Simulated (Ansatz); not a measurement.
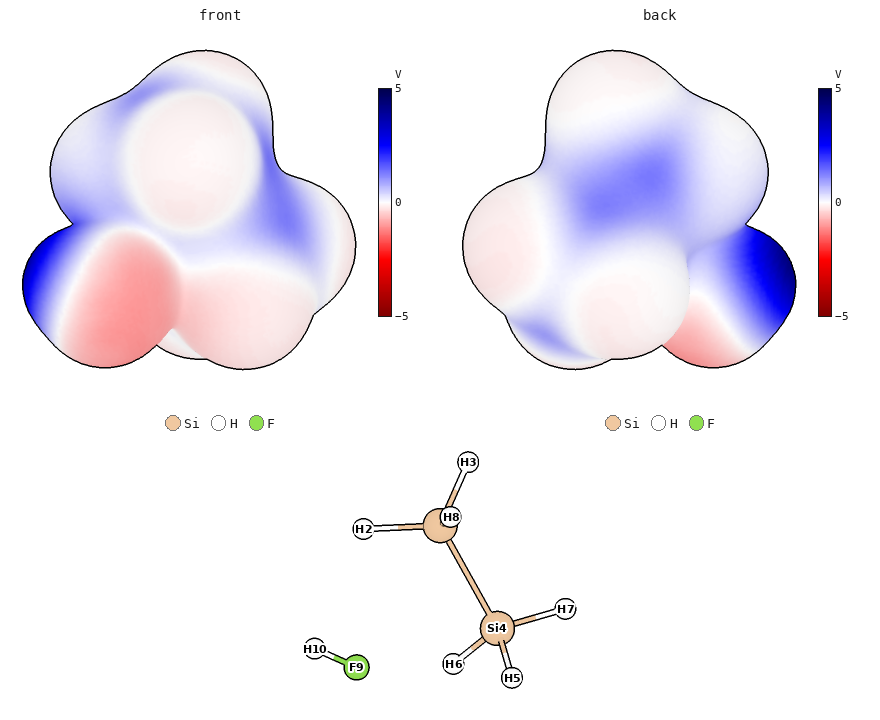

Figure 1: H₆Si₂···HF. The molecular electrostatic potential painted on the density surface at 0.002 e/bohr³, seen from the front and from behind; red is negative and blue positive. The bare structure is drawn below in the same view.

These are results of Ansatz 0.2.0, RHF/def2-SVP, not measurements.

```xyz
10

Si    0.3325   -0.0374   -0.1772
H     0.4121   -0.1229    1.3042
H     1.7200    0.0711   -0.6946
Si   -0.9536    1.8430   -0.8408
H    -2.3233    1.4379   -1.2279
H    -1.0219    2.8294    0.2651
H    -0.3085    2.4987   -2.0072
H    -0.2619   -1.2953   -0.6903
F    -2.4819    0.1058    1.4860
H    -2.0630   -0.0727    2.2650
```

Q: Which sites attract a positive test charge, and which a negative one?

A: A positive charge is drawn to the negative regions and a negative charge to the positive ones. The most negative region (about −1.0 V, or −23 kcal/mol for a unit charge) lies over F9, the most positive (about +4.0 V, or +92 kcal/mol for a unit charge) over H10.
